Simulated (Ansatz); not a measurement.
```xyz
11

Ta   -0.1987    0.2139   -0.0396
O     1.7174    0.6591    0.0040
H     2.6205    0.5051    0.3275
N     0.1169   -0.5613    1.7617
H    -0.5678   -1.1229    2.2749
H     1.0224   -0.5361    2.2405
Cl   -0.0861   -0.5386   -2.2628
Cl   -1.0136    2.3593    0.1416
Cl   -2.2816   -0.8635    0.1944
H     1.6333   -2.1627   -0.2421
H     1.9779   -1.5289   -0.2633
```

Core potentials replace the inner electrons of Ta; not at a stationary point (largest force 1.9 eV/Å).

The calculation used RKS PBE-D4/def2-SVP in Ansatz.

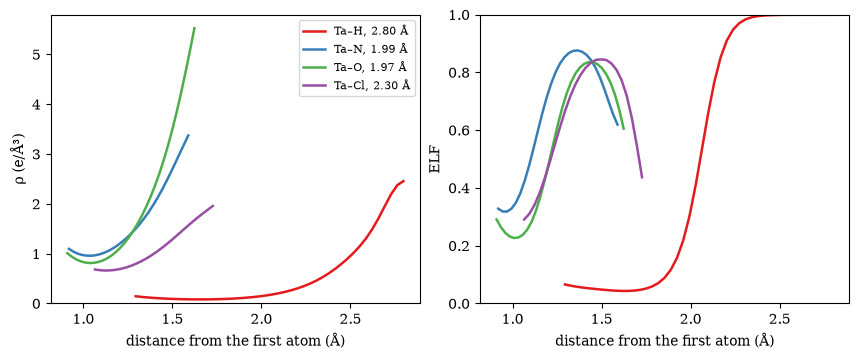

Cl₃H₃NOTa···H₂. Electron density and electron localisation function along straight lines between neighbouring atoms. The curves leave out the atomic cores.

Q: Compare the contacts.

A: Ta1···H11 (2.80 Å): the density falls to about 0.08 e/Å³ on the way; the ELF dips to about 0.05 between them.
Ta–N (1.99 Å): ρ is about 0.97 e/Å³ halfway; the ELF peaks at about 0.90 in the valence shell of N, 0.6 Å from its nucleus, and drops to about 0.30 between the two atoms.
Ta–O (1.97 Å): ρ at the midpoint is about 0.85 e/Å³; the ELF peaks at about 0.85 in the valence shell of O, 0.5 Å from its nucleus, and drops to about 0.25 between the two atoms.
Ta–Cl (2.30 Å): ρ at the midpoint is about 0.66 e/Å³; the ELF peaks at about 0.85 in the valence shell of Cl, 0.8 Å from its nucleus, and is about 0.40 at the midpoint.
